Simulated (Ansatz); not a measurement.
CH₅BN₂S: several calculations on one system

## 1. Relaxation

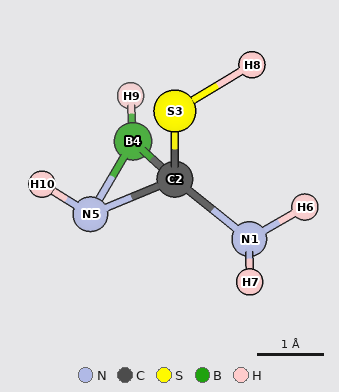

Starting structure of CH5BN2S. Style: ball-and-stick. Shown at a tilt.

The run prepares an end point of a later path (torsion) calculation, from a guessed geometry.

Computed with Ansatz 0.2.0, RKS PBE-D4/STO-3G.

The input:
```yaml
crystal:
  periodic: [false, false, false]
  atoms:
    - { symbol: "N", position_ang: [-0.0839, 0.3383, 1.4216] }
    - { symbol: C, position_ang: [0.0095, 0.1471, -0.02] }
    - { symbol: S, position_ang: [1.6647, -0.0769, -0.6996] }
    - { symbol: B, position_ang: [-1.0995, -0.5559, -0.7189] }
    - { symbol: "N", position_ang: [-0.845, 0.9693, -0.8154] }
    - { symbol: H, position_ang: [0.2771, -0.4242, 1.9057] }
    - { symbol: H, position_ang: [0.4839, 1.2129, 1.6595] }
    - { symbol: H, position_ang: [1.9089, -1.2803, -0.01] }
    - { symbol: H, position_ang: [-1.7839, -1.507, -0.9898] }
    - { symbol: H, position_ang: [-0.4486, 1.1255, -1.7301] }
basis:
  gaussian: { orbitals: STO-3G }
hamiltonian:
  xc: pbe
  dispersion: d4
relax:
  f_tol: 0.015
  max_steps: 40
```

Launched with:
```bash
ansatz run input.yaml --threads 1 --pin off --max-ram 2048MiB --backend cpu --events-out ev --progress --plain --runs-dir out
```

**What does the optimiser find from here?**

The energy falls by 1.623 eV in 23 accepted moves (26 points after the start). The largest force component goes from 5.4 to 0.0079 eV/Å. The line search rejected the trial steps at points 13, 19, 23 of the run. The largest move after the best rigid fit is that of H8, 1.02 Å. Largest moves by element: H 1.02 Å, S 0.67 Å, N 0.52 Å, C 0.24 Å, B 0.18 Å. Near-neighbour distances that change, for instance: B4–N5 1.549 → 1.361 Å, N1–H6 0.973 → 1.070 Å, C2–B4 1.487 → 1.581 Å, C2–N5 1.428 → 1.520 Å. Among the angles between lasting bonds that change: B4–N5–H10 105.9° → 154.3°, C2–N5–H10 111.0° → 139.1°, B4–C2–N5 64.2° → 52.0°. Groups turn about C2–S3 by about 90°. Cost: 71 s on 1 thread of Intel(R) Xeon(R) Platinum 8259CL CPU @ 2.50GHz (Skylake/Cascade Lake) (shared host), peak memory 0.16 GiB.

Step by step:

| step | E − E(0), eV | largest force component, eV/Å | note |
| --- | --- | --- | --- |
| 0 | 0.0000 | 5.3534 |  |
| 1 | -0.9719 | 1.6703 |  |
| 2 | -1.1797 | 1.0467 |  |
| 3 | -1.2837 | 1.7122 |  |
| 4 | -1.3988 | 1.2612 |  |
| 5 | -1.4744 | 0.8062 |  |
| 6 | -1.5349 | 0.6323 |  |
| 7 | -1.5734 | 0.4759 |  |
| 8 | -1.5854 | 0.3394 |  |
| 9 | -1.5949 | 0.1514 |  |
| 10 | -1.5977 | 0.0659 |  |
| 11 | -1.5994 | 0.1351 |  |
| 12 | -1.6002 | 0.3451 |  |
| 13 | -1.5917 | 0.6031 | rejected |
| 14 | -1.6047 | 0.0618 |  |
| 15 | -1.6061 | 0.2186 |  |
| 16 | -1.6073 | 0.2109 |  |
| 17 | -1.6094 | 0.2329 |  |
| 18 | -1.6153 | 0.1240 |  |
| 19 | -1.6150 | 0.2358 | rejected |
| 20 | -1.6168 | 0.1045 |  |
| 21 | -1.6199 | 0.1230 |  |
| 22 | -1.6217 | 0.0932 |  |
| 23 | -1.6184 | 0.4073 | rejected |
| 24 | -1.6226 | 0.0326 |  |
| 25 | -1.6229 | 0.0171 |  |
| 26 | -1.6229 | 0.0079 |  |

The structure at the end:

```xyz
10

N    -0.1876    0.6982    1.4323
C     0.1488    0.0202    0.1214
S     1.9548   -0.2518   -0.1177
B    -0.9947   -0.7035   -0.6957
N    -0.6434    0.5604   -1.0580
H    -0.2726   -0.1094    2.1291
H     0.7231    1.1600    1.7579
H     1.7989   -1.2721   -1.0198
H    -1.6958   -1.6075   -0.9421
H    -0.7484    1.4543   -1.6043
```

The end point in the same view:

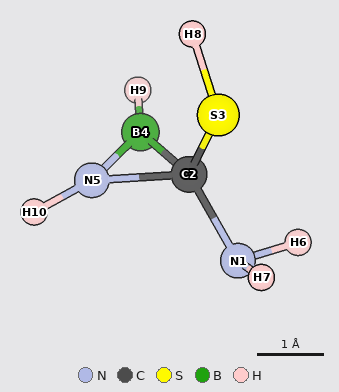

Limits of the set-up: STO-3G is a minimal basis, so the numbers are rough.

## 2. Relaxation

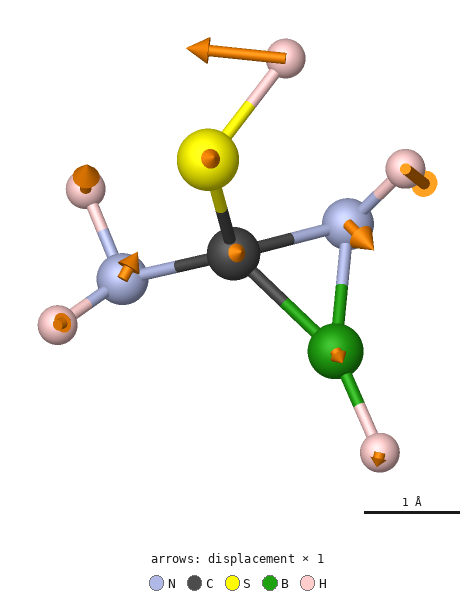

A relaxation of CH5BN2S. The starting structure is drawn; orange arrows show the displacements, at their true length. The two geometries are superimposed by the best rigid fit.

A ball-and-stick model, seen at a tilt.

The run prepares an end point of a later path (torsion) calculation, from a guessed geometry.

Level of theory: RKS PBE-D4/STO-3G in Ansatz 0.2.0.

The input:
```yaml
crystal:
  periodic: [false, false, false]
  atoms:
    - { symbol: "N", position_ang: [-0.0839, 0.3383, 1.4216] }
    - { symbol: C, position_ang: [0.0095, 0.1471, -0.02] }
    - { symbol: S, position_ang: [1.6647, -0.0769, -0.6996] }
    - { symbol: B, position_ang: [-1.0995, -0.5559, -0.7189] }
    - { symbol: "N", position_ang: [-0.845, 0.9693, -0.8154] }
    - { symbol: H, position_ang: [0.2771, -0.4242, 1.9057] }
    - { symbol: H, position_ang: [0.4839, 1.2129, 1.6595] }
    - { symbol: H, position_ang: [1.62931, 1.09824, -1.47493] }
    - { symbol: H, position_ang: [-1.7839, -1.507, -0.9898] }
    - { symbol: H, position_ang: [-0.4486, 1.1255, -1.7301] }
basis:
  gaussian: { orbitals: STO-3G }
hamiltonian:
  xc: pbe
  dispersion: d4
relax:
  f_tol: 0.015
  max_steps: 40
output:
  orbitals: {}
```

Command:
```bash
ansatz run input.yaml --threads 1 --pin off --max-ram 2048MiB --backend cpu --events-out ev --progress --plain --runs-dir out
```

Atoms of which element are displaced furthest, and by how much?

Hydrogen: up to 1.06 Å, against 0.48 Å for nitrogen.

What happened in the run?

After 12 accepted moves (13 points after the start) the energy has fallen by 168.2 kJ/mol. The largest force component goes from 5.3 to 0.0082 eV/Å. The line search rejected the trial step at point 8 of the run. H8 moves most after the best rigid fit: 1.06 Å. Largest moves by element: H 1.06 Å, N 0.48 Å, S 0.22 Å, C 0.20 Å, B 0.17 Å. Near-neighbour distances that change, for instance: B4–N5 1.549 → 1.359 Å, N1–H6 0.973 → 1.070 Å, C2–B4 1.487 → 1.585 Å, C2–N5 1.428 → 1.517 Å. Among the angles between lasting bonds that change: B4–N5–H10 105.9° → 154.7°, C2–N5–H10 111.0° → 138.2°, B4–C2–N5 64.2° → 51.9°. Groups turn about C2–S3 by about 60°, N1–C2 by about 25°. Cost: 37 s on 1 thread of Intel(R) Xeon(R) Platinum 8259CL CPU @ 2.50GHz (Skylake/Cascade Lake) (shared host), peak memory 0.15 GiB.

Limits of the set-up: STO-3G is a minimal basis, so the numbers are rough.

## 3. Path

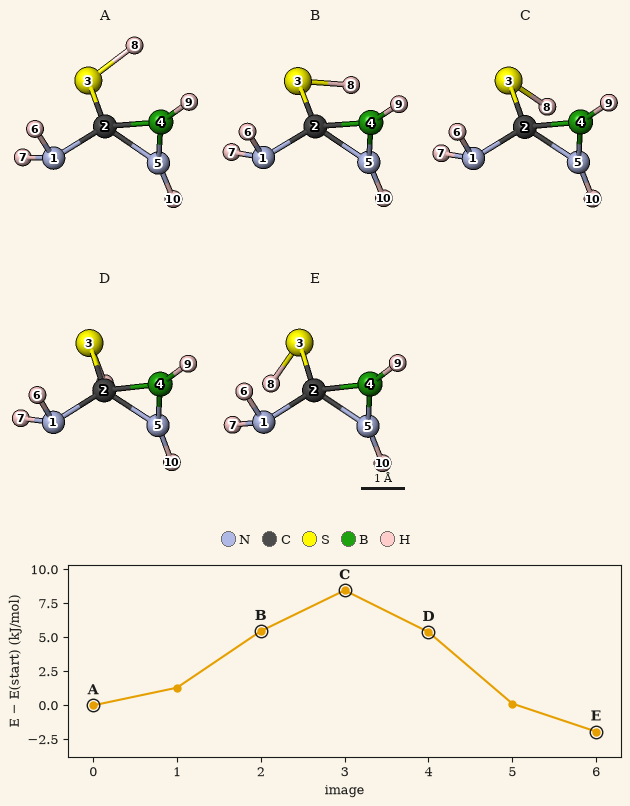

A nudged-elastic-band calculation for CH5BN2S. Images are numbered from 0 (start) to 6 (end). Frames A to E are images 0, 2, 3, 4, 6. A ball-and-stick model, seen from a free direction.

Computed with RKS PBE-D4/STO-3G (Ansatz 0.2.0). Run with 5 movable images; climbing image; force threshold 0.05 eV/Å; iteration limit 60; starting path through a guess of the saddle point.

> Describe the mechanism and the energy profile.

Forward barrier 8.5 kJ/mol, backward barrier 10.4 kJ/mol, with image 3 at the top; the reaction energy is −1.9 kJ/mol. The motion is a rotation about the C2–S3 bond by about 155°. No bond forms or breaks between the ends. The band converged in 14 iterations. The largest component of the band force went from 120 to 0.035 eV/Å. The climbing image converged on the top of the path. Its vibrational analysis gives one imaginary mode (218i cm⁻¹), as a transition state must have.

Limits of the set-up: STO-3G is a minimal basis, so the numbers are rough.
